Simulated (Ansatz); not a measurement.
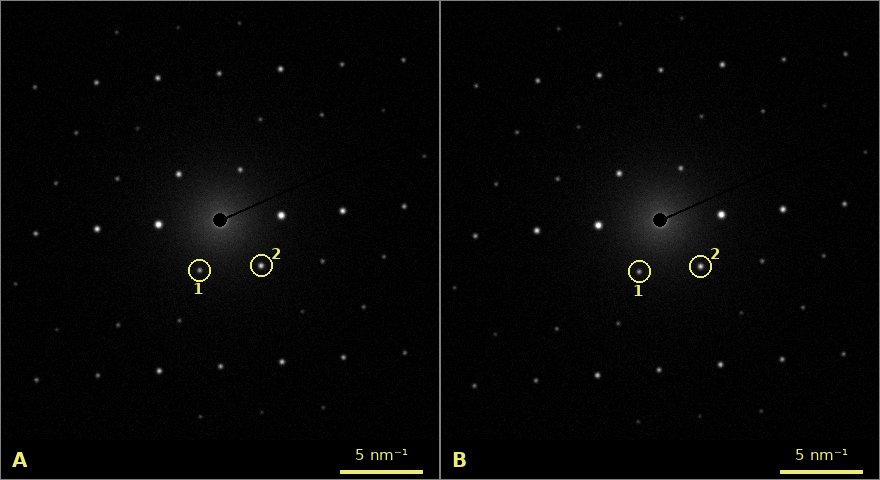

Kinematic electron diffraction patterns (300 kV, B = 0.5 Å², same scale) along [111] of the run's own cell, for the start and the end of one relaxation of Si3B2 with DFT PBE, scalar-relativistic, plane waves, PAW in Ansatz 0.2.0. k mesh 12×12×8. The start is a generated model structure, and the relaxation ends in the nearest stationary point of its symmetry, not necessarily the ground state. Spot 1 is -1 1 0 and spot 2 is -1 0 1 in both.

Start structure:

```
Si B
1.0
     3.47470    0.00000    0.00000
    -1.73735    3.00918    0.00000
     0.00000    0.00000    5.59575
Si B
3 2
Direct
  0.00000 0.00000 0.00000
  0.33333 0.66667 0.65529
  0.66667 0.33333 0.34471
  0.33333 0.66667 0.25740
  0.66667 0.33333 0.74260
```

Which pattern belongs to the start structure, and which to the relaxed one?

A is the start: its cell gives d(1) = 3.009 Å, d(2) = 2.650 Å and an angle of 63.9°. B is the relaxed structure, with d(1) = 2.925 Å (-2.8 %), d(2) = 2.642 Å (-0.3 %) and 63.2°.

Summarise the relaxation behind the change.

The volume changed by +4.0 % to 12.17 Å³ an atom; the fractional coordinates hardly changed; the space group stayed P-3m1 (No. 164); the free energy fell by 17 meV an atom. Relaxed cell: a = 3.378 Å, b = 3.378 Å, c = 6.158 Å, α = 90.00°, β = 90.00°, γ = 120.00°.
